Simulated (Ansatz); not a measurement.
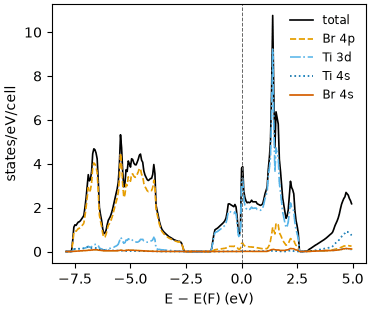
Total and projected density of states of TiBr2 (CdI2 type, space group No. 164), DFT-LDA in the program Ansatz with PAW potentials

Question: Which orbitals carry the states next to the Fermi level?

Answer: Within 0.5 eV of the Fermi level: Ti 3d 85 %, Br 4p 10 %. Projections are on Löwdin-orthogonalised atomic valence shells; empty p or d shells of many metals are not among them.

Question: Where is the tallest occupied peak in this window, and what makes it?

Answer: Near -5.4 eV, about 5.3 states/eV per cell; the largest projected share is Br 4p.

Space group P-3m1 (CdI2 type). The workflow started from an entry of the Crystallography Open Database (COD). Whether it is the stable phase at ambient conditions was not checked. Symmetry was held in the LDA relaxation; of distortions, only those at the zone centre were tested. The run is not spin-polarised. The volume lies over 15 % below that of the usual cell of this phase: another minimum, or an error of the functional. A crystal of weakly bound layers computed without a dispersion correction: the cell and the soft elastic constants depend strongly on that. Spin–orbit coupling is left out wherever it is not named.

Potentials: the later of the program's two PAW sets.
